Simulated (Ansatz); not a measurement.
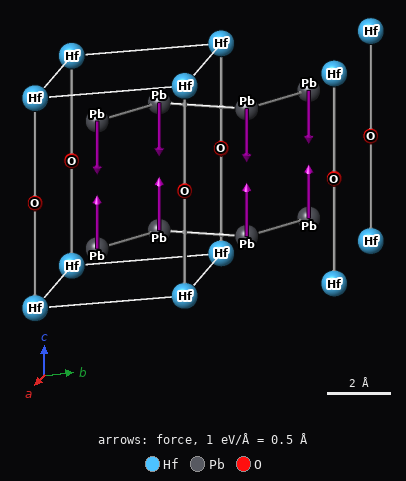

Starting geometry of a crystal of HfPb4O (a generated structure, set up in P6/mmm) (coarse preliminary run) with the computed forces as purple arrows. The picture is a ball-and-stick view of the cell of the calculation, repeated 1 × 2 × 1 with one cell outlined, seen from a free direction.

Level of theory: DFT PBE, scalar-relativistic, plane waves, PAW (Ansatz 0.2.0).

The input:
```yaml
crystal:
  lattice:
    - [4.95792837, 0.0, 0.0]
    - [-2.47896419, 4.29369192, 0.0]
    - [0.0, 0.0, 6.95679385]
  atoms:
    - { symbol: Hf, position: [0.0, 0.0, 0.0] }
    - { symbol: Pb, position: [0.33333333, 0.66666667, 0.80413449] }
    - { symbol: Pb, position: [0.33333333, 0.66666667, 0.19586551] }
    - { symbol: Pb, position: [0.66666667, 0.33333333, 0.19586551] }
    - { symbol: Pb, position: [0.66666667, 0.33333333, 0.80413449] }
    - { symbol: O, position: [0.0, 0.0, 0.5] }
basis:
  ecutwfc: 420
kpoints:
  mp_grid: { grid: [6, 6, 4] }
hamiltonian:
  xc: pbe
scf:
  occupations: { method: gaussian, width: 0.1 }
  lower_state_search: "off"
output:
  forces: true
  stress: true
  eigenvalues: true
relax:
  adjacent_minimum: "off"
  f_tol: 0.04
  max_steps: 70
  cell: { stress_tol: 0.4 }
```

Launched with:
```bash
ansatz run input.yaml --threads 1 --pin off --max-ram 2560MiB --backend cpu --events-out ev --progress --plain --runs-dir out
```

> What follows when this structure is relaxed?

It isn't relaxed: the largest force vector, on Pb atoms, is 3.64 eV/Å. The atoms end up moving mostly along the starting forces (cosine between the two patterns 1.00). Over 6 accepted moves (8 points after the start) the energy falls by 639 meV per atom. The largest force component goes from 3.6 to 0.014 eV/Å. Pressure: 15.10 GPa at the start and −0.21 GPa at the end. At 2 points the geometry stayed and the basis and grid were re-selected for the new cell (energy shift of 4.3 meV per atom at most each time). The largest moves relative to the cell, 0.34 Å, are those of Pb2, Pb3, Pb4 and Pb5. Pb4 goes along +c. Hf and O stay in place. The drawn cell changes as follows: a = b 4.958 → 5.424 Å (+9.4 %), c 6.957 → 5.956 Å (−14.4 %); the volume changes by +2.5 %. Near-neighbour distances that change, for instance: Pb2–Pb3 4.232 → 2.947 Å, Hf1–O6 3.478 → 2.978 Å, Hf1–Pb2 3.170 → 3.474 Å, Pb2–Pb3 (another image) 2.725 → 3.009 Å. New bonds form: Pb2–Pb3 (4.23 → 2.95 Å), Pb4–Pb5 (4.23 → 2.95 Å). The space group stays P6/mmm (No. 191).
